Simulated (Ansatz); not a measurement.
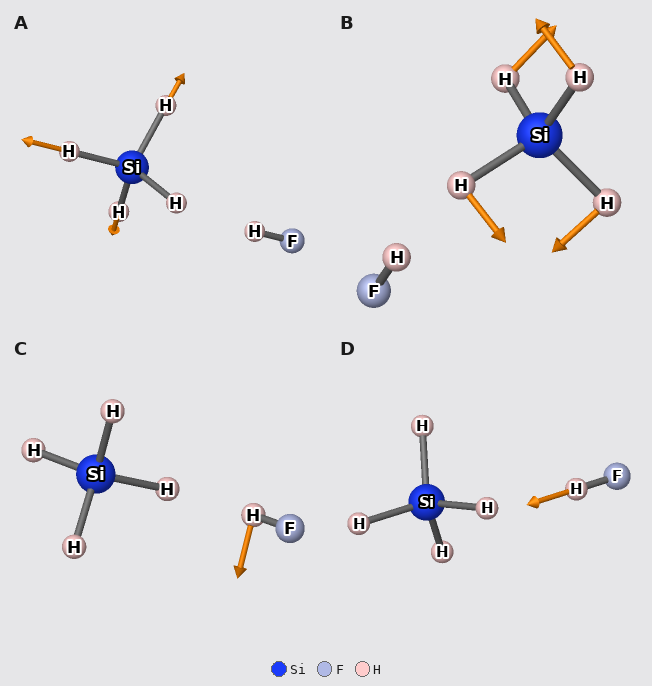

4 normal modes of one molecule or complex, as arrows. Harmonic vibrations computed with RKS PBE0-D4/def2-TZVP (Ansatz 0.2.0) at a stationary point of the same level.

Match the panels to the wavenumbers 269 cm⁻¹, 961 cm⁻¹, 2250 cm⁻¹, 4019 cm⁻¹.

A: 2250 cm⁻¹, in-phase stretching of 3 Si–H bonds
B: 961 cm⁻¹, H–Si–H bending
C: 269 cm⁻¹
D: 4019 cm⁻¹, F–H stretching
